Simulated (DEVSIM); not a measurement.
Structure: Mo/SiO2/p-Si capacitor, at 300 K.

```csv
layer (left to right),material,thickness (nm),Na (cm⁻³)
1,SiO2,5.90,-
2,Si,17000,1.1e15
```

Metal gate on the left, work function 4.6 eV. Fixed charge at the semiconductor interface -1.2e10 cm⁻² (in units of +e); interface traps 1e10 cm⁻² eV⁻¹, uniform in energy, neutral level at 0.7 of the gap above the valence band.

This is a model device: material constants are rounded textbook-type values typed into the input, and sizes, dopings and lifetimes were drawn at random. Values at 300 K.

| parameter | SiO2 | Si |
|---|---|---|
| gap (eV) | 9 | 1.124 |
| affinity (eV) | 0.9 | 4.05 |
| permittivity | 3.9 | 11.7 |
| Nc (cm⁻³) | - | 2.86e19 |
| Nv (cm⁻³) | - | 3.1e19 |

Model (solved in DEVSIM): 1D Poisson equation in equilibrium, Boltzmann statistics, complete ionisation; no quantum confinement or tunnelling. Metal contacts follow the ideal Schottky-Mott rule: no Fermi-level pinning, no interface dipoles.

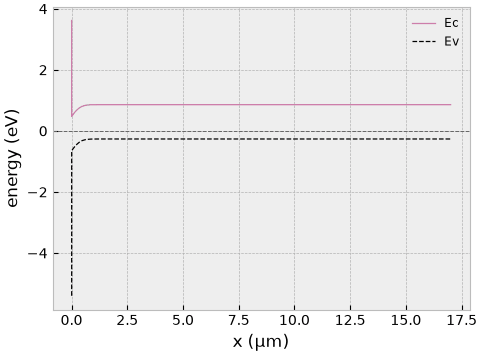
Fig. 1. Band edges at 0.1 V on the gate

Energies count from the Fermi level of the right contact; mesh points crowd at the junctions.

| x (μm) | Ec (eV) | Ev (eV) | n (cm⁻³) | p (cm⁻³) | field (V/cm) |
|---|---|---|---|---|---|
| 0.000 | 3.600 | -5.400 | < 1e2 | < 1e2 | 38000 |
| 0.001423 | 3.605 | -5.395 | < 1e2 | < 1e2 | 38000 |
| 0.003684 | 3.614 | -5.386 | < 1e2 | < 1e2 | 38000 |
| 0.005441 | 3.621 | -5.379 | < 1e2 | < 1e2 | 38000 |
| 0.007357 | 0.474 | -0.650 | 3.1e11 | 3.7e8 | 11000 |
| 0.01128 | 0.478 | -0.646 | 2.6e11 | 4.4e8 | 11000 |
| 0.02106 | 0.489 | -0.635 | 1.7e11 | 6.7e8 | 11000 |
| 0.06004 | 0.530 | -0.594 | 3.6e10 | 3.3e9 | 10000 |
| 0.1429 | 0.608 | -0.516 | 1.7e9 | 6.7e10 | 8800 |
| 0.3496 | 0.753 | -0.371 | 6400000 | 1.8e13 | 5200 |
| 0.8660 | 0.856 | -0.268 | 120000 | 9.8e14 | 250 |
| 2.826 | 0.859 | -0.265 | 110000 | 1.1e15 | ≈ 0 |
| 7.050 | 0.859 | -0.265 | 110000 | 1.1e15 | ≈ 0 |
| 12.84 | 0.859 | -0.265 | 110000 | 1.1e15 | ≈ 0 |
| 15.78 | 0.859 | -0.265 | 110000 | 1.1e15 | ≈ 0 |
| 16.51 | 0.859 | -0.265 | 110000 | 1.1e15 | ≈ 0 |
| 16.81 | 0.859 | -0.265 | 110000 | 1.1e15 | ≈ 0 |
| 16.93 | 0.859 | -0.265 | 110000 | 1.1e15 | ≈ 0 |
| 16.98 | 0.859 | -0.265 | 110000 | 1.1e15 | ≈ 0 |
| 17.00 | 0.859 | -0.265 | 110000 | 1.1e15 | ≈ 0 |
| 17.00 | 0.859 | -0.265 | 110000 | 1.1e15 | ≈ 0 |
| 17.01 | 0.859 | -0.265 | 110000 | 1.1e15 | ≈ 0 |
